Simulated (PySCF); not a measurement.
C6H14O, SMILES CC(C)CC(C)O at its GFN2-xTB optimised geometry (Å):

```
21

C      0.0536     2.4738     0.5670
C      0.4039     1.0241     0.9001
C      0.1433     0.7498     2.3779
C     -0.3958     0.0753     0.0000
C      0.1056    -1.3729     0.0000
C     -0.3837    -2.1182    -1.2439
O     -0.3596    -2.0101     1.1755
H      0.6110     3.1550     1.2059
H     -1.0085     2.6508     0.7226
H      0.2921     2.7040    -0.4693
H      1.4708     0.8719     0.6969
H      0.7850     1.3704     2.9999
H     -0.8933     0.9710     2.6221
H      0.3295    -0.2938     2.6096
H     -0.3501     0.4464    -1.0257
H     -1.4398     0.0689     0.3165
H      1.2099    -1.3729     0.0000
H      0.0045    -1.6506    -2.1445
H     -0.0490    -3.1550    -1.2239
H     -1.4708    -2.1054    -1.2789
H     -0.1461    -2.9478     1.1249
```

Level of theory: PBE0/def2-SVP run with PySCF. Cells within 0.4 Å of a nucleus heavier than hydrogen are left out (blank, or x).

Map of the HOMO amplitude (bohr^(-3/2)), clipped to [-0.25, 0.25] on the plane z = 0.8 Å; orbital energy -7.53 eV, overall sign arbitrary:

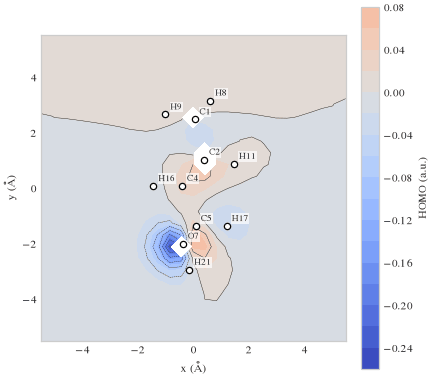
Figure: HOMO amplitude (bohr^(-3/2)), clipped to [-0.25, 0.25] on the plane z = 0.8 Å.
